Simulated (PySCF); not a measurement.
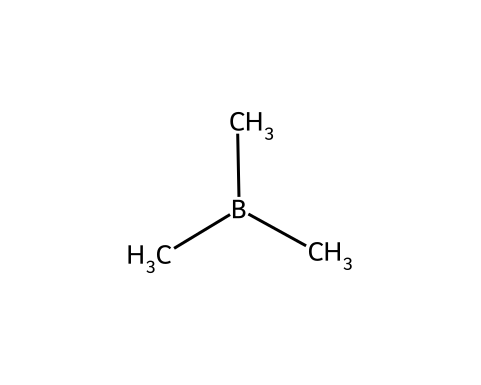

Skeletal drawing of a molecule.

> Write the SMILES.

CB(C)C

> Give the formula, hydrogens included.

C3H9B.

The parts below concern this one geometry. Atoms keep their numbers from picture to picture. The computed structure is the end point of a PBE0-D3(BJ)/def2-SVP optimisation. No frequency run is at hand to confirm it as a minimum.

**Geometry**

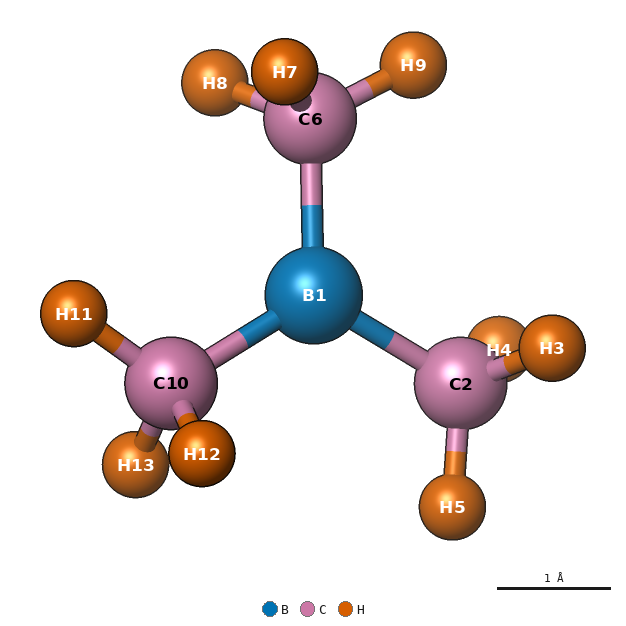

No frequency run is at hand to confirm it as a minimum.

Give these bond angles: C2–B1–C6, C2–B1–C10, B1–C2–H3, B1–C2–H4, B1–C2–H5, B1–C6–H7, B1–C6–H8, B1–C6–H9, B1–C10–H11, B1–C10–H12, B1–C10–H13.

```csv
angle,degrees
C2–B1–C6,120.0
C2–B1–C10,120.1
B1–C2–H3,108.3
B1–C2–H4,110.4
B1–C2–H5,115.7
B1–C6–H7,109.1
B1–C6–H8,109.7
B1–C6–H9,115.7
B1–C10–H11,115.6
B1–C10–H12,109.5
B1–C10–H13,109.3
```

**NMR shielding**

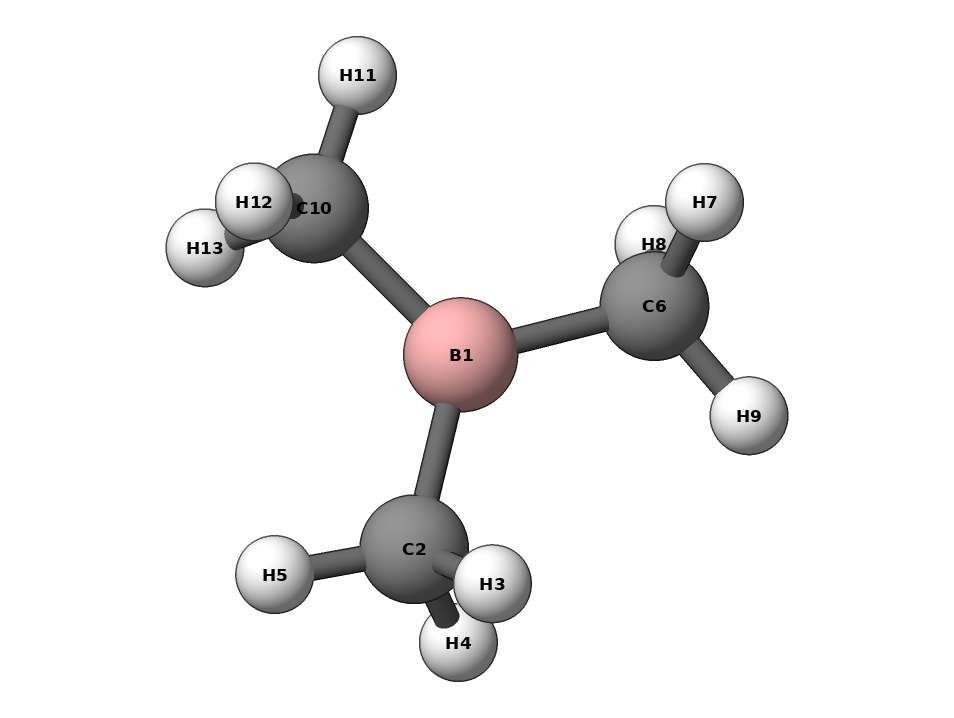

No frequency run is at hand to confirm it as a minimum. Level of theory: GIAO PBE0/pcSseg-1 NMR shielding, non-relativistic, gas phase (PySCF 2.14.0). Principal shieldings σ11 ≤ σ22 ≤ σ33, span Ω = σ33 − σ11, skew κ = 3(σiso − σ22)/Ω.

Give the shielding tensors of the B atoms.

| atom | σ11 | σ22 | σ33 | σiso | Ω | κ |
| --- | --- | --- | --- | --- | --- | --- |
| B1 | −43.7 | −43.4 | 121.6 | 11.5 | 165.2 | 1.00 |

Shieldings and span in ppm.

**Core levels**

No frequency run is at hand to confirm it as a minimum. Properties computed with delta-SCF UKS SCAN, pcX-2 on the ionised atom (unc-x2c-TZVPall on a metal), pcseg-1 elsewhere, spin-free X2C (PySCF 2.14.0).

Give the core-electron binding energies (to vacuum) of B1 1s, C2 1s.

```csv
atom,level,binding energy (eV)
B1,1s,195.5
C2,1s,289.9
```

**Polarisability**

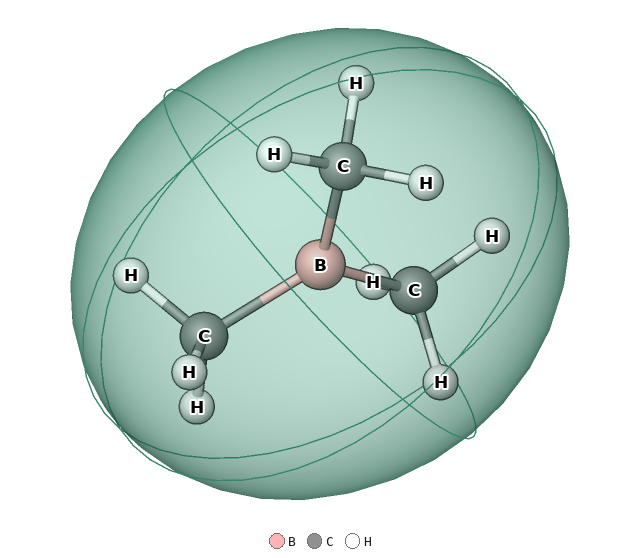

The ellipsoid shows the static dipole polarisability: its half-axes are proportional to the principal values. No frequency run is at hand to confirm it as a minimum. Level of theory: CAM-B3LYP/def2-SVPD (PySCF 2.14.0).

> How large and how anisotropic is the polarisability?

Principal values 45.7, 57.1, 57.1 bohr³; mean 53.3 bohr³ (7.89 Å³); anisotropy 11.4 bohr³, so the longest axis is 1.25 times the shortest.
